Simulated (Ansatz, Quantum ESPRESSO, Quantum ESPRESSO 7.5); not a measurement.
# Tuning the work function of Mo(100)

Which overlayers raise and which lower the work function of Mo(100), and does electronegativity predict it?

Method: plane-wave DFT, PBE, GBRV ultrasoft pseudopotentials (geometry by Ansatz 0.2.0 with PAW datasets; geometry under PBE), in Quantum ESPRESSO 7.5.

**What experiment says.**

For Mo (clean (100) face, which reconstructs), “Anisotropic work function of elemental crystals” (2019, arxiv:1902.07811) quotes earlier work: work function (clean (100) face, which reconstructs) 4.45 eV.

## 1. Starting point

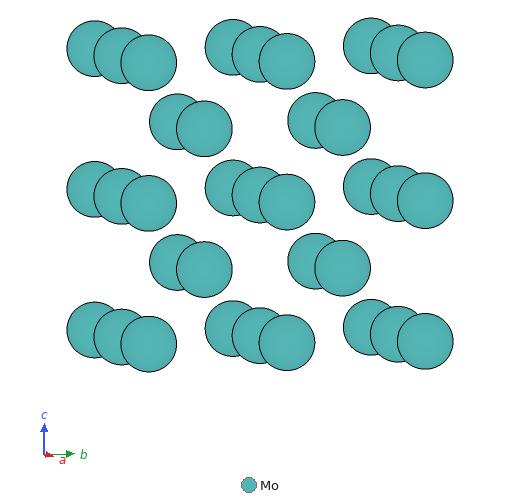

The cell as given, from the side, with the c axis up (molybdenum teal). 2×2×1 cells are drawn. Some periodic images of atoms are drawn too.

The cell holds 5 atoms: 5 Mo. Its edges and angles: a = 3.150 Å, b = 3.150 Å, c = 22.300 Å, α = 90.0°, β = 90.0°, γ = 90.0°. It derives from Mo. Vacuum lies along c.

This is the clean slab. Each overlayer is one atom a surface cell, set on the hollow site and held there by symmetry.

## 2. Geometry from Ansatz, clean face

The geometry comes first, from a plane-wave PAW code, so that the later runs on this slab share one structure.

input.yaml

```yaml
crystal:
  lattice:
    - [3.15, 0.0, 0.0]
    - [0.0, 3.15, 0.0]
    - [0.0, 0.0, 22.3]
  atoms:
    - { symbol: Mo, position: [0.0, 0.0, 0.3587443946] }
    - { symbol: Mo, position: [0.5, 0.5, 0.4293721973] }
    - { symbol: Mo, position: [0.0, 0.0, 0.5] }
    - { symbol: Mo, position: [0.5, 0.5, 0.5706278027] }
    - { symbol: Mo, position: [0.0, 0.0, 0.6412556054] }
kpoints:
  mp_grid: { grid: [8, 8, 1] }
hamiltonian:
  xc: pbe
scf:
  occupations: { method: fermi_dirac, width: 0.1 }
  convergence: { dr2_threshold: 1.0e-08 }
efield:
  axis: 3
  dipole_correction: true
  ramp_position: 0.97
  ramp_width: 0.04
relax:
  f_tol: 0.01
  constraints: [{ sites: [0, 1, 2] }]
output:
  write_potential: true
  write_density: true
  volumetric_format: npy
```

On the command line:

```
$ ansatz run input.yaml --threads 4 --pin off --max-ram 8192MiB --backend cpu --events-out ev --progress --plain --runs-dir out
```

Numbers of over 12 decimals in the logs are rounded to 6 here.

Output:

```text
Engine: ansatz 0.2.0, aarch64-unknown-linux-gnu
Pseudopotentials: kind: paw
Pseudopotential: Mo, paw, valence charge 14, recommended cutoff 420 eV (normal), Mo.paw.azcp
Functional definition: PBE
  parameter kappa = 0.804
  parameter beta = 0.066725
  exchange = pbe_x(kappa = kappa, mu = beta*pi^2/3)
  correlation = pbe_c(beta = beta)
Crystal: 5 atoms, lattice volume = 221.272 Å³
Basis set: ecut = 420 eV, 4363 PW (Γ), exchange–correlation on 48×48×300 points (8 copies of the dense FFT grid, shifted against one another)
Bands: 42, of which v1, the nominal top of the filled ones, is band 35 counted from 1 (34 counted from 0)
Symmetry: 8 space group operations
k-points: 15 of 64
Non-local potential: Mo, projectors of the file, l = 0: 3, l = 1: 2, l = 2: 2, l = 3: 1
PAW form: soft (Blöchl's): semilocal exchange-correlation on the pseudo side does not see the compensation charge
PAW one-centre angular grid: Mo, 590 points (default); XC on 64 Gauss nodes
Initial density: superposition of atomic densities (neutral atoms: chi_scale 0, normalization atom), corrected by the library's trained network
Initial wavefunctions: pseudopotential atomic-orbital guess
Functional: x = pbe(κ = 0.804, μ = 0.219515), c = pbe(β = 0.066725)
SCF iter   1: F=—  HF=-24775.913575 eV  |F-HF|=—  |Δ(HF+E_count)|=         —  Δρ=8.44e-3  dr2=6.15e-1  ethr=1.77e-3  p=-0.000 e·Å  D=-3.53e-4 V/Å  ΔV_dip=0.01 eV  dr2_dipole=1.65e-4  V_vac-E_F(+/−)=4.03/4.02 eV  ⟨swp⟩=8.5  Hψ=2959  notcnv=0
efield: sawtooth ramp at fractional position 0.9700 (set: `efield.ramp_position`, or a place that a band, a saddle search or an elastic batch's reference lends), width 0.0400; the density the first Hamiltonian is built on has a dipole p = -0.000 e·Å; the dipole correction subtracts the counter field D = -3.53e-4 V/Å, which shifts the + side's vacuum level by +0.01 eV against the − side's; the planar-averaged density in the ramp window peaks in size at 1.3e-5 e/Å³
preconditioner: auto → LDOS  [metal: Δε(μ)=0.031 eV  Ē_g=3.492 eV  σ=0.100 eV  W_gap=0.08  n_scr=42 (ndim 8)  ℏωp=13.7 eV  f_vac=0.553  D(μ)=7.17/eV (n_scr^D=52)  β→1.0]
SCF iter   2: F=—  HF=-24775.883892 eV  |F-HF|=—  |Δ(HF+E_count)|=   2.97e-2  Δρ=4.44e-3  dr2=7.96e-2  ethr=8.79e-4  p=-0.000 e·Å  D=-6.45e-5 V/Å  ΔV_dip=0.00 eV  dr2_dipole=5.30e-6  V_vac-E_F(+/−)=3.96/3.96 eV  ⟨swp⟩=2.1  Hψ=848  notcnv=0
SCF iter   3: F=—  HF=-24775.877788 eV  |F-HF|=—  |Δ(HF+E_count)|=   6.10e-3  Δρ=1.45e-3  dr2=9.02e-3  ethr=1.14e-4  p=-0.000 e·Å  D=-4.75e-5 V/Å  ΔV_dip=0.00 eV  dr2_dipole=3.34e-6  V_vac-E_F(+/−)=3.96/3.96 eV  ⟨swp⟩=2.0  Hψ=911  notcnv=0
SCF iter   4: F=—  HF=-24775.877245 eV  |F-HF|=—  |Δ(HF+E_count)|=   5.42e-4  Δρ=3.22e-4  dr2=6.91e-4  ethr=1.29e-5  p=-0.000 e·Å  D=-2.11e-5 V/Å  ΔV_dip=0.00 eV  dr2_dipole=3.34e-7  V_vac-E_F(+/−)=3.96/3.96 eV  ⟨swp⟩=2.2  Hψ=833  notcnv=0
SCF iter   5: F=—  HF=-24775.877257 eV  |F-HF|=—  |Δ(HF+E_count)|=   1.16e-5  Δρ=8.02e-5  dr2=2.34e-5  ethr=9.87e-7  p=-0.000 e·Å  D=-7.28e-6 V/Å  ΔV_dip=0.00 eV  dr2_dipole=1.35e-9  V_vac-E_F(+/−)=3.96/3.96 eV  ⟨swp⟩=2.2  Hψ=838  notcnv=0
SCF iter   6: F=—  HF=-24775.877271 eV  |F-HF|=—  |Δ(HF+E_count)|=   1.35e-5  Δρ=3.07e-5  dr2=2.92e-6  ethr=3.35e-8  p=-0.000 e·Å  D=-2.40e-6 V/Å  ΔV_dip=0.00 eV  dr2_dipole=2.51e-10  V_vac-E_F(+/−)=3.96/3.96 eV  ⟨swp⟩=2.9  Hψ=1098  notcnv=0
SCF iter   7: F=—  HF=-24775.877350 eV  |F-HF|=—  |Δ(HF+E_count)|=   7.91e-5  Δρ=9.79e-6  dr2=9.16e-7  ethr=4.17e-9  p=-0.000 e·Å  D=-9.28e-10 V/Å  ΔV_dip=0.00 eV  dr2_dipole=3.23e-10  V_vac-E_F(+/−)=3.96/3.96 eV  ⟨swp⟩=2.3  Hψ=1031  notcnv=0
SCF iter   8: F=—  HF=-24775.877350 eV  |F-HF|=—  |Δ(HF+E_count)|=   2.17e-7  Δρ=3.80e-6  dr2=8.08e-8  ethr=1.31e-9  p=0.000 e·Å  D=1.21e-6 V/Å  ΔV_dip=-0.00 eV  dr2_dipole=1.04e-11  V_vac-E_F(+/−)=3.96/3.96 eV  ⟨swp⟩=2.3  Hψ=868  notcnv=0
SCF iter   9: F=—  HF=-24775.877350 eV  |F-HF|=—  |Δ(HF+E_count)|=   5.53e-8  Δρ=1.47e-6  dr2=1.21e-8  ethr=1.43e-11  p=0.000 e·Å  D=1.57e-6 V/Å  ΔV_dip=-0.00 eV  dr2_dipole=1.53e-11  V_vac-E_F(+/−)=3.96/3.96 eV  ⟨swp⟩=10.8  Hψ=4738  notcnv=0
SCF iter  10: F=-24775.877350 eV  HF=-24775.877350 eV  |F-HF|=1.24e-9  |Δ(HF+E_count)|=   2.73e-9  Δρ=6.44e-7  dr2=2.27e-9  ethr=1.43e-11  p=0.000 e·Å  D=1.68e-6 V/Å  ΔV_dip=-0.00 eV  dr2_dipole=7.74e-12  V_vac-E_F(+/−)=3.96/3.96 eV  ⟨swp⟩=9.7  Hψ=4218  notcnv=0
SCF 1 converged in 10 iterations: F = -24775.877350 eV  dr2 = 2.27e-9
  greatest PAW one-centre occupation: 0.998 electrons in one spin orbital (limit 2), on the Mo atom at site 0 (counted from 0), in its partial waves of l = 0
relax step   1: F+E_penalty+E_count = -24775.87734990 eV  Δ(F+E_penalty+E_count) = +0.000e0 eV  max|allowed force component| = 1.304e0 eV/Å  Δτ_max = 0.0000 Å  (10 SCF iters, accepted)
Initial density: handed on by an earlier stage of this run
Initial wavefunctions: those handed on with the density
iter 1 solved again at ethr=9.70e-4 eV; its pass at ethr=3.10e-3 eV (dr2=6.79e-1 eV) is discarded
SCF iter   1: F=—  HF=-24776.004593 eV  |F-HF|=—  |Δ(HF+E_count)|=         —  Δρ=1.15e-2  dr2=1.02e0  ethr=9.70e-4  p=0.000 e·Å  D=1.68e-6 V/Å  ΔV_dip=-0.00 eV  dr2_dipole=2.52e-1  V_vac-E_F(+/−)=3.98/3.98 eV  ⟨swp⟩=1.4  Hψ=2351  notcnv=0
efield: sawtooth ramp at fractional position 0.9700 (set: `efield.ramp_position`, or a place that a band, a saddle search or an elastic batch's reference lends), width 0.0400; the density the first Hamiltonian is built on has a dipole p = 0.000 e·Å; the dipole correction subtracts the counter field D = 1.68e-6 V/Å, which shifts the + side's vacuum level by -0.00 eV against the − side's; the planar-averaged density in the ramp window peaks in size at 1.2e-6 e/Å³
eigensolver tolerance schedule calibrated: the retry pair's looser diagonalisation under-reported the residual by θ = 0.33 (0.66/decade); ethr = c·dr2/N_el runs at the constant in force after the calibration composes with the one it found (an armed cap, an earlier calibration), c = 2.3e-3
preconditioner: auto → LDOS  [metal: Δε(μ)=0.025 eV  Ē_g=3.640 eV  σ=0.100 eV  W_gap=0.06  n_scr=42 (ndim 8)  ℏωp=13.7 eV  f_vac=0.560  D(μ)=6.39/eV (n_scr^D=44)  β→1.0]
SCF iter   2: F=—  HF=-24775.981328 eV  |F-HF|=—  |Δ(HF+E_count)|=   2.33e-2  Δρ=6.16e-3  dr2=2.00e-1  ethr=3.31e-5  p=0.003 e·Å  D=2.25e-3 V/Å  ΔV_dip=-0.05 eV  dr2_dipole=1.07e-2  V_vac-E_F(+/−)=3.91/3.96 eV  ⟨swp⟩=3.4  Hψ=1620  notcnv=0
[...]
SCF iter   3: F=—  HF=-24776.010994 eV  |F-HF|=—  |Δ(HF+E_count)|=   4.73e-3  Δρ=1.40e-3  dr2=1.18e-2  ethr=8.63e-5  p=0.004 e·Å  D=2.92e-3 V/Å  ΔV_dip=-0.07 eV  dr2_dipole=7.53e-5  V_vac-E_F(+/−)=3.91/3.97 eV  ⟨swp⟩=2.1  Hψ=883  notcnv=0
SCF iter   4: F=—  HF=-24776.010065 eV  |F-HF|=—  |Δ(HF+E_count)|=   9.29e-4  Δρ=1.85e-4  dr2=1.84e-4  ethr=1.68e-5  p=0.004 e·Å  D=2.99e-3 V/Å  ΔV_dip=-0.07 eV  dr2_dipole=3.42e-5  V_vac-E_F(+/−)=3.90/3.97 eV  ⟨swp⟩=2.5  Hψ=844  notcnv=0
SCF iter   5: F=—  HF=-24776.010027 eV  |F-HF|=—  |Δ(HF+E_count)|=   3.75e-5  Δρ=1.18e-4  dr2=7.30e-5  ethr=2.63e-7  p=0.004 e·Å  D=3.00e-3 V/Å  ΔV_dip=-0.07 eV  dr2_dipole=2.50e-6  V_vac-E_F(+/−)=3.90/3.97 eV  ⟨swp⟩=3.0  Hψ=1020  notcnv=0
SCF iter   6: F=—  HF=-24776.010051 eV  |F-HF|=—  |Δ(HF+E_count)|=   2.38e-5  Δρ=4.62e-5  dr2=1.31e-5  ethr=1.04e-7  p=0.004 e·Å  D=3.04e-3 V/Å  ΔV_dip=-0.07 eV  dr2_dipole=5.66e-8  V_vac-E_F(+/−)=3.90/3.97 eV  ⟨swp⟩=1.9  Hψ=825  notcnv=0
SCF iter   7: F=—  HF=-24776.010053 eV  |F-HF|=—  |Δ(HF+E_count)|=   2.13e-6  Δρ=9.06e-6  dr2=5.56e-7  ethr=1.87e-8  p=0.004 e·Å  D=3.07e-3 V/Å  ΔV_dip=-0.07 eV  dr2_dipole=8.97e-8  V_vac-E_F(+/−)=3.90/3.97 eV  ⟨swp⟩=2.0  Hψ=905  notcnv=0
SCF iter   8: F=—  HF=-24776.010129 eV  |F-HF|=—  |Δ(HF+E_count)|=   7.60e-5  Δρ=2.37e-6  dr2=4.17e-8  ethr=7.95e-10  p=0.004 e·Å  D=3.08e-3 V/Å  ΔV_dip=-0.07 eV  dr2_dipole=4.88e-11  V_vac-E_F(+/−)=3.90/3.97 eV  ⟨swp⟩=2.3  Hψ=994  notcnv=0
SCF iter   9: F=-24776.010129 eV  HF=-24776.010129 eV  |F-HF|=2.55e-11  |Δ(HF+E_count)|=   2.78e-8  Δρ=7.53e-7  dr2=3.36e-9  ethr=1.43e-11  p=0.004 e·Å  D=3.09e-3 V/Å  ΔV_dip=-0.07 eV  dr2_dipole=1.86e-11  V_vac-E_F(+/−)=3.90/3.97 eV  ⟨swp⟩=10.3  Hψ=4576  notcnv=0
SCF 3 converged in 9 iterations: F = -24776.010129 eV  dr2 = 3.36e-9
relax step   3: F+E_penalty+E_count = -24776.01012916 eV  Δ(F+E_penalty+E_count) = -4.607e-2 eV  max|allowed force component| = 3.308e-2 eV/Å  Δτ_max = 0.0746 Å  (9 SCF iters, accepted)
SCF iter   1: F=—  HF=-24776.010093 eV  |F-HF|=—  |Δ(HF+E_count)|=         —  Δρ=1.86e-4  dr2=1.86e-4  ethr=4.59e-6  p=0.004 e·Å  D=3.09e-3 V/Å  ΔV_dip=-0.07 eV  dr2_dipole=6.02e-7  V_vac-E_F(+/−)=3.90/3.97 eV  ⟨swp⟩=1.8  Hψ=939  notcnv=0
efield: sawtooth ramp at fractional position 0.9700 (set: `efield.ramp_position`, or a place that a band, a saddle search or an elastic batch's reference lends), width 0.0400; the density the first Hamiltonian is built on has a dipole p = 0.004 e·Å; the dipole correction subtracts the counter field D = 3.09e-3 V/Å, which shifts the + side's vacuum level by -0.07 eV against the − side's; the planar-averaged density in the ramp window peaks in size at 1.3e-6 e/Å³
preconditioner: auto → LDOS  [metal: Δε(μ)=0.031 eV  Ē_g=3.578 eV  σ=0.100 eV  W_gap=0.08  n_scr=42 (ndim 8)  ℏωp=13.7 eV  f_vac=0.556  D(μ)=6.53/eV (n_scr^D=52)  β→1.0]
SCF iter   2: F=—  HF=-24776.010082 eV  |F-HF|=—  |Δ(HF+E_count)|=   1.02e-5  Δρ=1.37e-4  dr2=1.14e-4  ethr=2.66e-7  p=0.004 e·Å  D=3.12e-3 V/Å  ΔV_dip=-0.07 eV  dr2_dipole=2.98e-7  V_vac-E_F(+/−)=3.90/3.97 eV  ⟨swp⟩=2.0  Hψ=958  notcnv=0
SCF iter   3: F=—  HF=-24776.010078 eV  |F-HF|=—  |Δ(HF+E_count)|=   4.25e-6  Δρ=4.36e-5  dr2=1.14e-5  ethr=1.63e-7  p=0.004 e·Å  D=3.10e-3 V/Å  ΔV_dip=-0.07 eV  dr2_dipole=3.31e-7  V_vac-E_F(+/−)=3.90/3.97 eV  ⟨swp⟩=2.0  Hψ=824  notcnv=0
SCF iter   4: F=—  HF=-24776.010099 eV  |F-HF|=—  |Δ(HF+E_count)|=   2.04e-5  Δρ=8.07e-6  dr2=2.39e-7  ethr=1.63e-8  p=0.004 e·Å  D=3.09e-3 V/Å  ΔV_dip=-0.07 eV  dr2_dipole=1.00e-8  V_vac-E_F(+/−)=3.90/3.97 eV  ⟨swp⟩=2.3  Hψ=891  notcnv=0
SCF iter   5: F=—  HF=-24776.010179 eV  |F-HF|=—  |Δ(HF+E_count)|=   8.02e-5  Δρ=3.74e-6  dr2=7.88e-8  ethr=3.42e-10  p=0.004 e·Å  D=3.09e-3 V/Å  ΔV_dip=-0.07 eV  dr2_dipole=1.89e-9  V_vac-E_F(+/−)=3.90/3.97 eV  ⟨swp⟩=3.0  Hψ=1034  notcnv=0
SCF iter   6: F=—  HF=-24776.010179 eV  |F-HF|=—  |Δ(HF+E_count)|=   1.46e-8  Δρ=1.53e-6  dr2=1.22e-8  ethr=1.13e-10  p=0.004 e·Å  D=3.08e-3 V/Å  ΔV_dip=-0.07 eV  dr2_dipole=2.86e-11  V_vac-E_F(+/−)=3.90/3.97 eV  ⟨swp⟩=2.1  Hψ=840  notcnv=0
SCF iter   7: F=-24776.010179 eV  HF=-24776.010179 eV  |F-HF|=2.11e-10  |Δ(HF+E_count)|=   4.68e-9  Δρ=3.61e-7  dr2=4.57e-10  ethr=1.43e-11  p=0.004 e·Å  D=3.08e-3 V/Å  ΔV_dip=-0.07 eV  dr2_dipole=6.53e-11  V_vac-E_F(+/−)=3.90/3.97 eV  ⟨swp⟩=9.7  Hψ=4316  notcnv=0
SCF 4 converged in 7 iterations: F = -24776.010179 eV  dr2 = 4.57e-10
relax step   4: F+E_penalty+E_count = -24776.01017881 eV  Δ(F+E_penalty+E_count) = -4.964e-5 eV  max|allowed force component| = 2.500e-3 eV/Å  Δτ_max = 0.0032 Å  (7 SCF iters, accepted)
NSCF: frozen V_eff on 15 k-points
the band table was solved once a step of the walk had ended and its energy, with any forces and stress, was formed, with the checks that follow a solve (2858 applications of the Hamiltonian). They found nothing against the state; the energy, forces and stress were not computed again (output.eigenvalues in the input reference)
WARN: The output density's exchange-correlation potential varies sharply where the density is thin. Do not read a vacuum level from v_tot or v_xc, or from such a field of the output density. On a cell that repeats whose density bears no net charge and no dipole along the vacuum's axis use v_es (v_loc + v_h of the components); under efield.dipole_correction with no amplitude use v_es + v_field, which holds any externa [...]
SCF converged after 7 iterations
Free energy (F): -24776.010179 eV
Harris-Foulkes:  -24776.010179 eV  (|F-HF|=2.11e-10)
Internal energy: -24775.803696 eV  (E = F + TS)
E sigma→0 (E₀):  -24775.906938 eV
Entropy (-TS):   -0.206482 eV (-41.296 meV/atom)
Fermi energy:    4.967785 eV
Dipole field:    D = 0.003068 V/Å  (p = 0.003752 e·Å, saw-weighted, corrected)
Work function:   Φ+ = 3.9014 eV   Φ− = 3.9698 eV
Levels:          The Fermi level and band energies are counted from a zero that moves with the ramp; work functions are not
--- Per-component energies (eV) ---
  E_band       = -1384.172071
  E_kinetic    = 2197.622982
  E_local      = -74835.678548  (includes V_loc(G=0)·N_el)
  E_nonlocal   = 718.234729
  E_hartree    = 36197.020391
  E_xc         = -911.778915
  E_vxc        = -1137.302026  (∫ρ·V_xc dr)
  E_paw        = -16007.232000  (= ΣΔE_a)
  E_vpaw       = -721.046872  (= ΣTr[D̂ρ^β])
  E_aug_tail   = 0.000215  (compensation charges beyond the density's cutoff)
  E_efield     = 0.000006  (sawtooth field / dipole correction)
  E_vefield    = -0.045136  (∫n·V_field dr)
  E_ewald      = 27866.007445
  E_smearing   = -0.206482  (= −TS)
  E_closure    = 0.000000  (closes the sum)
  Σ components = -24776.010179   (vs F -24776.010179, Δ=0.00e0)
--- Forces (eV/Å), atoms counted from 1 ---
  atom   1  Mo     0.00000000     0.00000000     1.14209791
  atom   2  Mo     0.00000000     0.00000000    -0.88694326
  atom   3  Mo     0.00000000     0.00000000    -0.25803205
  atom   4  Mo    -0.00000000     0.00000000     0.00249994
  atom   5  Mo    -0.00000000     0.00000000     0.00037738
  max |Σ_I F_I| component: 8.53e-8 eV/Å
--- Band table (eV; the first three rows and the last of 15) ---
  k-point 0: bands = [... 31 lower, 4.1827, 4.1827, 4.7183, 4.7938, 4.8930, 4.9050, 4.9050, 4.9295, ... 3 higher]
  k-point 1: bands = [... 31 lower, 4.1603, 4.3034, 4.3618, 4.4021, 4.9924, 5.1602, 5.4811, 5.5975, ... 3 higher]
  k-point 2: bands = [... 31 lower, 3.6808, 3.9966, 4.0455, 4.2828, 5.4104, 5.6150, 5.6868, 5.7443, ... 3 higher]
  k-point 14: bands = [... 31 lower, 4.3362, 4.3362, 6.3965, 6.5029, 6.7880, 6.7880, 6.9688, 7.0961, ... 3 higher]
--- Relaxed structure (4 steps of the walk, 4 accepted, 0 SCFs on fresh bases) ---
  F+E_penalty+E_count = -24776.01017881 eV   max|allowed force component| = 2.500e-3 eV/Å
  atoms:
    - { symbol: Mo, position: [0.0, 0.0, 0.3587443946] }
    - { symbol: Mo, position: [0.5, 0.5, 0.4293721973] }
    - { symbol: Mo, position: [0.0, 0.0, 0.5] }
    - { symbol: Mo, position: [0.5, 0.5, 0.573290] }
    - { symbol: Mo, position: [0, 0.0, 0.635727] }
```

The job ended after 11 s (4 threads of Arm Neoverse V2, shared host; peak memory 0.54 GiB; 41 s of CPU time).

Relaxation path:

| step | energy less that of the first step (eV) | largest force component (eV/Å) |
| --- | --- | --- |
| 1 | 0.0000 | 1.3043 |
| 2 | -0.0867 | 1.0432 |
| 3 | -0.1328 | 0.0331 |
| 4 | -0.1328 | 0.0025 |

Forces are held to the 8 operations that the run works with; a distortion that breaks them can't arise in this run.

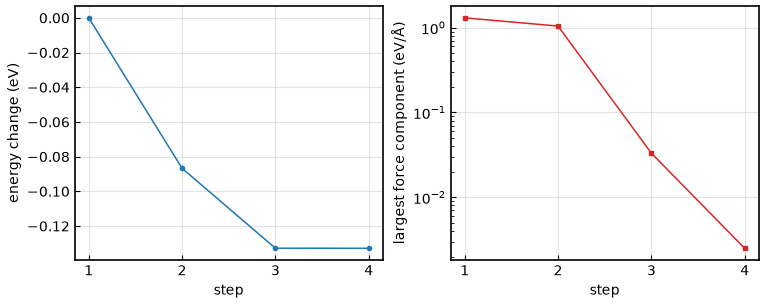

Energy and largest force along the relaxation.

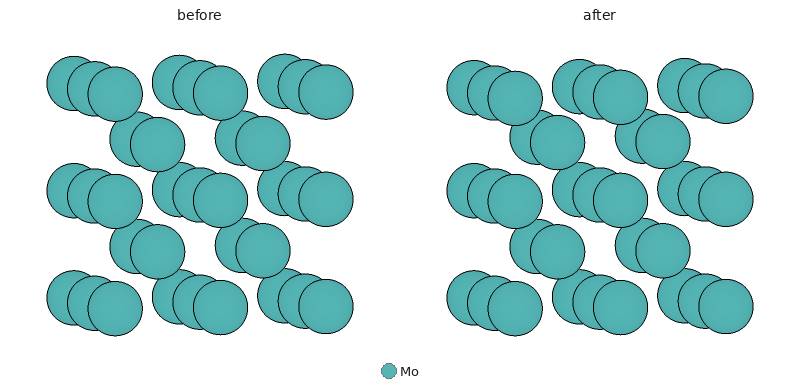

The structure before and after the relaxation, drawn at the same scale.

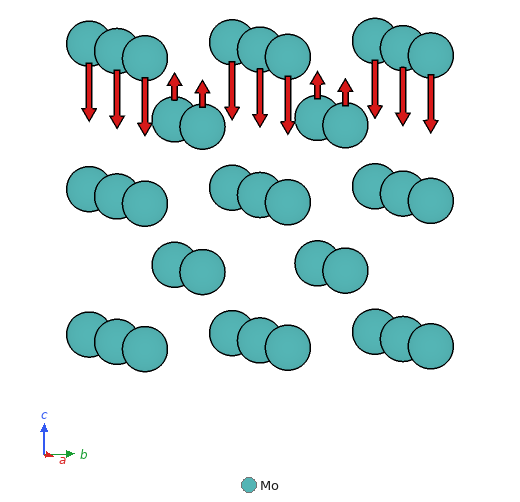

Displacements in the relaxation, exaggerated; the longest in the cell stands for 0.12 Å. 2×2×1 cells are drawn. Some periodic images of atoms are drawn too.

The atoms that moved most (Å):

| atom | dx | dy | dz | length |
| --- | --- | --- | --- | --- |
| Mo5 | 0.000 | 0.000 | -0.123 | 0.123 |
| Mo4 | 0.000 | 0.000 | 0.059 | 0.059 |

Final coordinates:

```xyz
5
Lattice="3.1500 0.0000 0.0000 0.0000 3.1500 0.0000 0.0000 0.0000 22.3000" Properties=species:S:1:pos:R:3
Mo    0.0000    0.0000    8.0000
Mo    1.5750    1.5750    9.5750
Mo    0.0000    0.0000   11.1500
Mo    1.5750    1.5750   12.7844
Mo    0.0000    0.0000   14.1767
```

The relaxation lowers the energy by 27 meV an atom. Held were the atoms numbered 1, 2 and 3; the forces quoted are those on the free ones.

This step gave:

| Item | Value |
| --- | --- |
| free energy | -24776.0102 eV |
| energy at zero smearing | -24775.9069 eV |
| smearing term TS | 0.2065 eV |
| Fermi energy | 4.968 eV |
| symmetry operations | 8 |
| work function of the upper face | 3.901 eV |
| work function of the lower face | 3.970 eV |
| dipole along the normal | 0.003752 e·Å |

(Continued in part 2 of 7.)

[Logs are printed without paths, hosts, clocks, repeated set-up lines and the standing remarks that a program may print on its own settings, such as how far it seeks lower states.]

[Hosts, paths, dates, database ids (printed as entryN), source tags and the programs' standing remarks are cut or masked in the printed files.]

[Maps of the electrostatic potential energy from Ansatz leave out the sawtooth potential of an applied field or a dipole correction, so their vacuum need not be flat; planar profiles and work functions include it.]
